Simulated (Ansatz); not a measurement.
Consider Na$_{3}$Ga$_{2}$F$_{9}$.

```cif
data_structure
_symmetry_space_group_name_H-M 'P 1'
_symmetry_Int_Tables_number 1
_cell_length_a 3.9193
_cell_length_b 3.9193
_cell_length_c 14.7244
_cell_angle_alpha 90.000
_cell_angle_beta 90.000
_cell_angle_gamma 90.000
_cell_volume 226.18
loop_
_atom_site_label
_atom_site_type_symbol
_atom_site_fract_x
_atom_site_fract_y
_atom_site_fract_z
_atom_site_occupancy
Na1 Na 0.50000 0.50000 0.00000 1
Na2 Na 0.50000 0.50000 0.41812 1
Na3 Na 0.50000 0.50000 0.58188 1
Ga1 Ga 0.00000 0.00000 0.85883 1
Ga2 Ga 0.00000 0.00000 0.14117 1
F1 F 0.50000 0.00000 0.88286 1
F2 F 0.50000 0.00000 0.11714 1
F3 F 0.00000 0.50000 0.88286 1
F4 F 0.00000 0.50000 0.11714 1
F5 F 0.00000 0.00000 0.00000 1
F6 F 0.00000 0.00000 0.26154 1
F7 F 0.00000 0.00000 0.73846 1
F8 F 0.50000 0.00000 0.50000 1
F9 F 0.00000 0.50000 0.50000 1
```

Space group P4/mmm; a structure generated by program, which may or may not match a known phase; spin-polarised.

Theory: Ansatz, DFT PBE, scalar-relativistic, plane waves, PAW.

### What will maps of the valence pseudo-density and electron localisation function show?

Ga–F (1.77 Å): ρ is about 0.96 e/Å³ halfway; the ELF peaks at about 0.75 in the valence shell of F, 0.5 Å from its nucleus, and is about 0.40 at the midpoint.

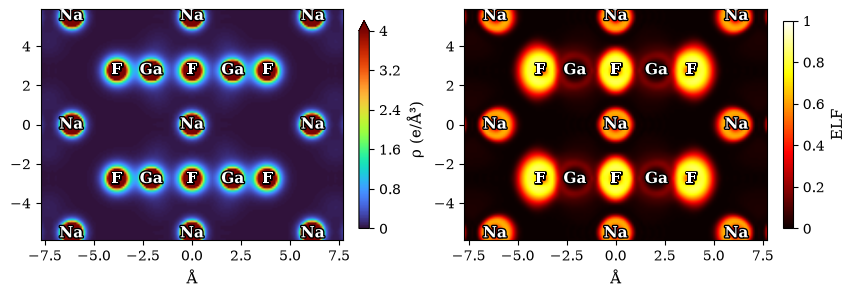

Computed valence pseudo-density and electron localisation function on the (11̄0) plane of the conventional cell, in this order. 

The density is the valence pseudo-density of a PAW calculation; it isn't the true density close to the nuclei.
